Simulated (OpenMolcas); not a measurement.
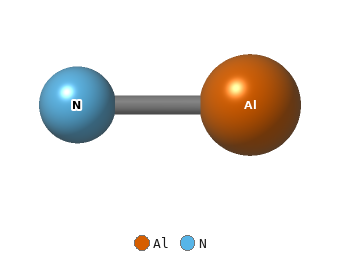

Figure 1. The molecule at the reference distance of 1.818 Å.

**Relativistic diatomic calculation for AlN (part 1 of 2)**

- system: AlN.
- method: SA-CASSCF(8,8)/XMS-CASPT2 + RASSI spin-orbit (X2C scalar, AMFI), ANO-RCC-VTZP (OpenMolcas)

### Input file
```
&GATEWAY
Coord
2
angstrom
Al 0.0 0.0 0.0
N 0.0 0.0 1.8180
Basis=ANO-RCC-VTZP
Group=XY
RX2C
AMFI
ANGMom
0.0 0.0 0.0
RICD
&SEWARD
&GUESSORB
&RASSCF
FileOrb=$CurrDir/o31.orb
Symmetry=1
Spin=3
nActEl=8 0 0
Inactive=4 2
RAS2=4 4
CIRoot=2 2 1
Linear
Iterations=120 100
OrbListing=Nothing
PRWF=0.15
>>COPY $Project.RasOrb $CurrDir/o31.orb
>>COPY $Project.rasscf.h5 $CurrDir/r31.h5
&CASPT2
XMultistate=all
Imaginary=0.2
IPEA=0.25
MaxIter=40
>>COPY $Project.JobMix JOB001
&RASSCF
FileOrb=$CurrDir/o32.orb
Symmetry=2
Spin=3
nActEl=8 0 0
Inactive=4 2
RAS2=4 4
CIRoot=6 6 1
Linear
Iterations=120 100
OrbListing=Nothing
PRWF=0.15
>>COPY $Project.RasOrb $CurrDir/o32.orb
>>COPY $Project.rasscf.h5 $CurrDir/r32.h5
&CASPT2
XMultistate=all
Imaginary=0.2
IPEA=0.25
MaxIter=40
>>COPY $Project.JobMix JOB002
&RASSCF
FileOrb=$CurrDir/o12.orb
Symmetry=2
Spin=1
nActEl=8 0 0
Inactive=4 2
RAS2=4 4
CIRoot=4 4 1
Linear
Iterations=120 100
OrbListing=Nothing
PRWF=0.15
>>COPY $Project.RasOrb $CurrDir/o12.orb
>>COPY $Project.rasscf.h5 $CurrDir/r12.h5
&CASPT2
XMultistate=all
Imaginary=0.2
IPEA=0.25
MaxIter=40
>>COPY $Project.JobMix JOB003
&RASSCF
FileOrb=$CurrDir/o11.orb
Symmetry=1
Spin=1
nActEl=8 0 0
Inactive=4 2
RAS2=4 4
CIRoot=4 4 1
Linear
Iterations=120 100
OrbListing=Nothing
PRWF=0.15
>>COPY $Project.RasOrb $CurrDir/o11.orb
>>COPY $Project.rasscf.h5 $CurrDir/r11.h5
&CASPT2
XMultistate=all
Imaginary=0.2
IPEA=0.25
MaxIter=40
>>COPY $Project.JobMix JOB004
&RASSCF
FileOrb=$CurrDir/o52.orb
Symmetry=2
Spin=5
nActEl=8 0 0
Inactive=4 2
RAS2=4 4
CIRoot=2 2 1
Linear
Iterations=120 100
OrbListing=Nothing
PRWF=0.15
>>COPY $Project.RasOrb $CurrDir/o52.orb
>>COPY $Project.rasscf.h5 $CurrDir/r52.h5
&CASPT2
XMultistate=all
Imaginary=0.2
IPEA=0.25
MaxIter=40
>>COPY $Project.JobMix JOB005
&RASSI
Nr of JobIphs=5 2 6 4 4 2
1 2
1 2 3 4 5 6
1 2 3 4
1 2 3 4
1 2
SpinOrbit
EJob
Omega
MEES
MESO
Properties=4
'AngMom' 3 'Mltpl  1' 1 'Mltpl  1' 2 'Mltpl  1' 3
Thrs=1.0d-4
>>COPY $Project.rassi.h5 $CurrDir/so.h5
```

The first orbital files come from an earlier step.

Hardware: 1 thread of Intel Xeon (Sapphire Rapids), 64 GiB of memory available, shared host.

Run as:
```bash
pymolcas m.inp (one call a module block, same work directory)
```

### Log (extracts)
```
++    Wave function specifications:
      Number of closed shell electrons          12
      Number of electrons in active shells       8
      Number of inactive orbitals                6
      Number of active orbitals                  8
      Number of secondary orbitals              50
      Spin quantum number                      1.0
      State symmetry                             1
++    Orbital specifications:
      Symmetry species                           1   2
                                                 a   b
      Frozen orbitals                            0   0
      Inactive orbitals                          4   2
      Active orbitals                            4   4
      RAS2 orbitals                              4   4
      Secondary orbitals                        26  24
      Number of basis functions                 34  30
      printout of CI-coefficients larger than  0.15 for root  1
      energy=    -296.820264
      conf/sym  1111 2222     Coeff  Weight
            55  0222 uu00   0.94463 0.89233
            56  0222 u0u0  -0.16100 0.02592
            59  0222 0u0u   0.16100 0.02592
      printout of CI-coefficients larger than  0.15 for root  2
      energy=    -296.756106
      conf/sym  1111 2222     Coeff  Weight
           442  0022 2uu0   0.25693 0.06601
           446  0022 u20u  -0.25693 0.06602
           961  0uu2 2200  -0.81803 0.66917
      Natural orbitals and occupation numbers for root  1
      sym 1:   0.026480   1.932072   1.975812   1.992897
      sym 2:   0.997831   0.997831   0.038537   0.038538
      Natural orbitals and occupation numbers for root  2
      sym 1:   0.020881   0.884590   1.111866   1.982499
      sym 2:   1.805355   1.805361   0.194721   0.194728
      RASSCF energy for state  2                   -296.75610562
::    RASSCF root number  1 Total energy:   -296.82026362
::    RASSCF root number  2 Total energy:   -296.75610562
      Von Neumann Entropy (Root   1) =  1.37375
++    Wave function specifications:
      Number of closed shell electrons           6
      Number of electrons in active shells       8
      Number of inactive orbitals                3
      Number of active orbitals                  8
      Number of secondary orbitals              50
      Spin quantum number                      1.0
      State symmetry                             1
      Number of CSFs                          1168
      Number of CASSCF root(s) available         2
      CASPT2 state passed to geometry opt.       2
      A file JOBMIX will be created
      This is a MULTI-STATE CASSCF reference
      Number of CI roots used                    2
      These are:                                 1   2
      Off-diagonal elements of Heff are computed
  FINAL CASPT2 RESULT:
      Reference energy:        -296.8202636159
      E2 (Non-variational):      -0.3299118684
      Shift correction:          -0.0015332539
      E2 (Variational):          -0.3314451223
      Total energy:            -297.1517087382
      Reference weight:           0.93202
  FINAL CASPT2 RESULT:
      Reference energy:        -296.7561056201
      E2 (Non-variational):      -0.3202345024
      Shift correction:          -0.0018938431
      E2 (Variational):          -0.3221283456
      Total energy:            -297.0782339657
      Reference weight:           0.93194
       Total XMS-CASPT2 energies:
::    XMS-CASPT2 Root  1     Total energy:   -297.15170874
::    XMS-CASPT2 Root  2     Total energy:   -297.07823397
++    Wave function specifications:
      Number of closed shell electrons          12
      Number of electrons in active shells       8
      Number of inactive orbitals                6
      Number of active orbitals                  8
      Number of secondary orbitals              50
      Spin quantum number                      1.0
      State symmetry                             2
      printout of CI-coefficients larger than  0.15 for root  1
      energy=    -296.817912
      conf/sym  1111 2222     Coeff  Weight
           402  02u2 u200  -0.81100 0.65773
           474  0u22 u200   0.45216 0.20445
      printout of CI-coefficients larger than  0.15 for root  2
      energy=    -296.817912
      conf/sym  1111 2222     Coeff  Weight
           401  02u2 2u00  -0.81100 0.65773
           473  0u22 2u00   0.45216 0.20445
      printout of CI-coefficients larger than  0.15 for root  3
      energy=    -296.735127
      conf/sym  1111 2222     Coeff  Weight
           402  02u2 u200   0.27500 0.07563
           404  02u2 duu0  -0.36360 0.13220
           405  02u2 udu0   0.33575 0.11273
           407  02u2 uud0   0.26714 0.07136
           474  0u22 u200   0.71033 0.50457
      printout of CI-coefficients larger than  0.15 for root  4
      energy=    -296.735127
      conf/sym  1111 2222     Coeff  Weight
           401  02u2 2u00   0.27500 0.07563
           411  02u2 du0u  -0.47256 0.22332
           419  02u2 uu0d   0.26714 0.07136
           473  0u22 2u00   0.71033 0.50457
      printout of CI-coefficients larger than  0.15 for root  5
      energy=    -296.686947
      conf/sym  1111 2222     Coeff  Weight
           402  02u2 u200  -0.22487 0.05056
           404  02u2 duu0  -0.61260 0.37528
           405  02u2 udu0  -0.19296 0.03723
           407  02u2 uud0   0.37534 0.14088
           413  02u2 020u   0.53052 0.28146
           474  0u22 u200  -0.17842 0.03183
      printout of CI-coefficients larger than  0.15 for root  6
      energy=    -296.686947
      conf/sym  1111 2222     Coeff  Weight
           401  02u2 2u00   0.22487 0.05056
           403  02u2 20u0   0.53052 0.28146
           412  02u2 ud0u  -0.62701 0.39314
           419  02u2 uu0d  -0.37534 0.14088
           473  0u22 2u00   0.17842 0.03183
      Natural orbitals and occupation numbers for root  1
      sym 1:   0.022663   1.892205   1.039873   1.989997
      sym 2:   0.984897   1.906579   0.111439   0.052346
      Natural orbitals and occupation numbers for root  2
      sym 1:   0.022663   1.892205   1.039873   1.989997
      sym 2:   1.906579   0.984897   0.052346   0.111439
      Natural orbitals and occupation numbers for root  3
      sym 1:   0.025681   1.239394   1.707816   1.987738
      sym 2:   0.965828   1.622285   0.392713   0.058544
      Natural orbitals and occupation numbers for root  4
      sym 1:   0.025681   1.239394   1.707816   1.987738
      sym 2:   1.622285   0.965828   0.058544   0.392713
      Natural orbitals and occupation numbers for root  5
      sym 1:   0.027572   1.936435   1.027905   1.987429
      sym 2:   0.725607   1.366615   0.593824   0.334612
      Natural orbitals and occupation numbers for root  6
      sym 1:   0.027572   1.936435   1.027905   1.987429
      sym 2:   1.366615   0.725607   0.334612   0.593824
      RASSCF energy for state  6                   -296.68694655
::    RASSCF root number  1 Total energy:   -296.81791154
::    RASSCF root number  2 Total energy:   -296.81791154
::    RASSCF root number  3 Total energy:   -296.73512728
::    RASSCF root number  4 Total energy:   -296.73512728
::    RASSCF root number  5 Total energy:   -296.68694655
::    RASSCF root number  6 Total energy:   -296.68694655
      Von Neumann Entropy (Root   1) =  1.58539
++    Wave function specifications:
      Number of closed shell electrons           6
      Number of electrons in active shells       8
      Number of inactive orbitals                3
      Number of active orbitals                  8
      Number of secondary orbitals              50
      Spin quantum number                      1.0
      State symmetry                             2
      Number of CSFs                          1184
      Number of CASSCF root(s) available         6
      CASPT2 state passed to geometry opt.       6
      A file JOBMIX will be created
      This is a MULTI-STATE CASSCF reference
      Number of CI roots used                    6
      These are:                                 1   2   3   4   5   6
      Off-diagonal elements of Heff are computed
  FINAL CASPT2 RESULT:
      Reference energy:        -296.8179115376
      E2 (Non-variational):      -0.3331769905
      Shift correction:          -0.0014915115
      E2 (Variational):          -0.3346685020
      Total energy:            -297.1525800395
      Reference weight:           0.93211
  FINAL CASPT2 RESULT:
      Reference energy:        -296.8179115368
      E2 (Non-variational):      -0.3331769911
      Shift correction:          -0.0014915115
      E2 (Variational):          -0.3346685026
      Total energy:            -297.1525800394
      Reference weight:           0.93211
  FINAL CASPT2 RESULT:
      Reference energy:        -296.7351272849
      E2 (Non-variational):      -0.3332548274
      Shift correction:          -0.0017066396
      E2 (Variational):          -0.3349614670
      Total energy:            -297.0700887519
      Reference weight:           0.93025
  FINAL CASPT2 RESULT:
      Reference energy:        -296.7351272846
      E2 (Non-variational):      -0.3332548277
      Shift correction:          -0.0017066396
      E2 (Variational):          -0.3349614673
      Total energy:            -297.0700887519
      Reference weight:           0.93025
  FINAL CASPT2 RESULT:
      Reference energy:        -296.6869465532
      E2 (Non-variational):      -0.3296742680
      Shift correction:          -0.0020886690
      E2 (Variational):          -0.3317629370
      Total energy:            -297.0187094902
      Reference weight:           0.92924
  FINAL CASPT2 RESULT:
      Reference energy:        -296.6869465530
      E2 (Non-variational):      -0.3296742683
      Shift correction:          -0.0020886692
      E2 (Variational):          -0.3317629375
      Total energy:            -297.0187094904
      Reference weight:           0.92924
       Total XMS-CASPT2 energies:
::    XMS-CASPT2 Root  1     Total energy:   -297.15640741
::    XMS-CASPT2 Root  2     Total energy:   -297.15640741
::    XMS-CASPT2 Root  3     Total energy:   -297.06512157
::    XMS-CASPT2 Root  4     Total energy:   -297.06512157
::    XMS-CASPT2 Root  5     Total energy:   -297.01984930
::    XMS-CASPT2 Root  6     Total energy:   -297.01984930
++    Wave function specifications:
      Number of closed shell electrons          12
      Number of electrons in active shells       8
      Number of inactive orbitals                6
      Number of active orbitals                  8
      Number of secondary orbitals              50
      Spin quantum number                      0.0
      State symmetry                             2
      printout of CI-coefficients larger than  0.15 for root  1
      energy=    -296.789409
      conf/sym  1111 2222     Coeff  Weight
           340  02u2 dud0  -0.18516 0.03428
           397  0u22 2d00  -0.22794 0.05196
           398  0u22 d200   0.85880 0.73754
           400  0u22 dud0   0.24267 0.05889
           401  0u22 udd0  -0.16596 0.02754
      printout of CI-coefficients larger than  0.15 for root  2
      energy=    -296.789409
      conf/sym  1111 2222     Coeff  Weight
           346  02u2 du0d   0.16661 0.02776
           397  0u22 2d00  -0.85880 0.73754
           398  0u22 d200  -0.22794 0.05196
           406  0u22 du0d  -0.26506 0.07026
      printout of CI-coefficients larger than  0.15 for root  3
      energy=    -296.699647
      conf/sym  1111 2222     Coeff  Weight
           337  02u2 2d00   0.73779 0.54433
           346  02u2 du0d   0.16266 0.02646
           397  0u22 2d00   0.20074 0.04030
           406  0u22 du0d  -0.51027 0.26037
           407  0u22 ud0d   0.20839 0.04343
      printout of CI-coefficients larger than  0.15 for root  4
      energy=    -296.699647
      conf/sym  1111 2222     Coeff  Weight
           338  02u2 d200   0.73779 0.54433
           398  0u22 d200   0.20074 0.04029
           400  0u22 dud0  -0.43560 0.18975
           401  0u22 udd0   0.33771 0.11405
      Natural orbitals and occupation numbers for root  1
      sym 1:   0.029887   1.038455   1.915073   1.990959
      sym 2:   0.989759   1.841419   0.167355   0.027092
      Natural orbitals and occupation numbers for root  2
      sym 1:   0.029887   1.038455   1.915073   1.990959
      sym 2:   1.841419   0.989759   0.027092   0.167355
      Natural orbitals and occupation numbers for root  3
      sym 1:   0.025842   1.579834   1.352774   1.989299
      sym 2:   1.626157   0.987050   0.044061   0.394983
      Natural orbitals and occupation numbers for root  4
      sym 1:   0.025842   1.579834   1.352773   1.989299
      sym 2:   0.987050   1.626158   0.394983   0.044061
      RASSCF energy for state  4                   -296.69964736
::    RASSCF root number  1 Total energy:   -296.78940877
::    RASSCF root number  2 Total energy:   -296.78940877
::    RASSCF root number  3 Total energy:   -296.69964737
::    RASSCF root number  4 Total energy:   -296.69964736
      Von Neumann Entropy (Root   1) =  1.64355
++    Wave function specifications:
      Number of closed shell electrons           6
      Number of electrons in active shells       8
      Number of inactive orbitals                3
      Number of active orbitals                  8
      Number of secondary orbitals              50
      Spin quantum number                      0.0
      State symmetry                             2
      Number of CSFs                           864
      Number of CASSCF root(s) available         4
      CASPT2 state passed to geometry opt.       4
      A file JOBMIX will be created
      This is a MULTI-STATE CASSCF reference
      Number of CI roots used                    4
      These are:                                 1   2   3   4
      Off-diagonal elements of Heff are computed
  FINAL CASPT2 RESULT:
      Reference energy:        -296.7894087709
      E2 (Non-variational):      -0.3418189245
      Shift correction:          -0.0015680194
      E2 (Variational):          -0.3433869439
      Total energy:            -297.1327957149
      Reference weight:           0.92879
  FINAL CASPT2 RESULT:
      Reference energy:        -296.7894087698
      E2 (Non-variational):      -0.3418189325
      Shift correction:          -0.0015680196
      E2 (Variational):          -0.3433869522
      Total energy:            -297.1327957220
      Reference weight:           0.92879
  FINAL CASPT2 RESULT:
      Reference energy:        -296.6996473742
      E2 (Non-variational):      -0.3323995477
      Shift correction:          -0.0021010293
      E2 (Variational):          -0.3345005770
      Total energy:            -297.0341479511
      Reference weight:           0.92857
  FINAL CASPT2 RESULT:
      Reference energy:        -296.6996473634
      E2 (Non-variational):      -0.3323995595
      Shift correction:          -0.0021010296
      E2 (Variational):          -0.3345005891
      Total energy:            -297.0341479524
      Reference weight:           0.92857
       Total XMS-CASPT2 energies:
::    XMS-CASPT2 Root  1     Total energy:   -297.12774079
::    XMS-CASPT2 Root  2     Total energy:   -297.12774079
::    XMS-CASPT2 Root  3     Total energy:   -297.03920288
::    XMS-CASPT2 Root  4     Total energy:   -297.03920288
++    Wave function specifications:
      Number of closed shell electrons          12
      Number of electrons in active shells       8
      Number of inactive orbitals                6
      Number of active orbitals                  8
      Number of secondary orbitals              50
      Spin quantum number                      0.0
      State symmetry                             1
      printout of CI-coefficients larger than  0.15 for root  1
      energy=    -296.802267
      conf/sym  1111 2222     Coeff  Weight
           458  0202 2200  -0.25086 0.06293
           518  0022 2200   0.88896 0.79025
      printout of CI-coefficients larger than  0.15 for root  2
      energy=    -296.767669
     SPIN-FREE ENERGIES:
  (Shifted by EMIN (a.u.) =       -297.1564074142)
 SF State       Relative EMIN(au)   Rel lowest level(eV)    D:o, cm**(-1)      Abs_M
     3             0.0000000000        0.0000000000              0.0000         1.0
     4             0.0000000000        0.0000000000              0.0000         1.0
     1             0.0046986760        0.1278574863           1031.2402         0.0
    13             0.0238531079        0.6490761334           5235.1521         0.0
     9             0.0286666231        0.7800585533           6291.5965         1.0
    10             0.0286666253        0.7800586146           6291.5970         1.0
    14             0.0595073886        1.6192785356          13060.3622         2.0
    15             0.0595524812        1.6205055677          13070.2589         2.0
     2             0.0781734485        2.1272079017          17157.0888         0.0
    16             0.0900801734        2.4512063910          19770.3128         0.0
     5             0.0912858463        2.4840144230          20034.9275         1.0
     6             0.0912858463        2.4840144230          20034.9275         1.0
    17             0.0982202419        2.6727089403          21556.8514         1.0
    18             0.0982202464        2.6727090623          21556.8524         1.0
    11             0.1172045298        3.1892977299          25723.4210         1.0
    12             0.1172045380        3.1892979533          25723.4228         1.0
     8             0.1365581144        3.7159355958          29971.0418         1.0
     7             0.1365581144        3.7159355958          29971.0418         1.0
```

(Continued in part 2.) Outcome of the run: converged.
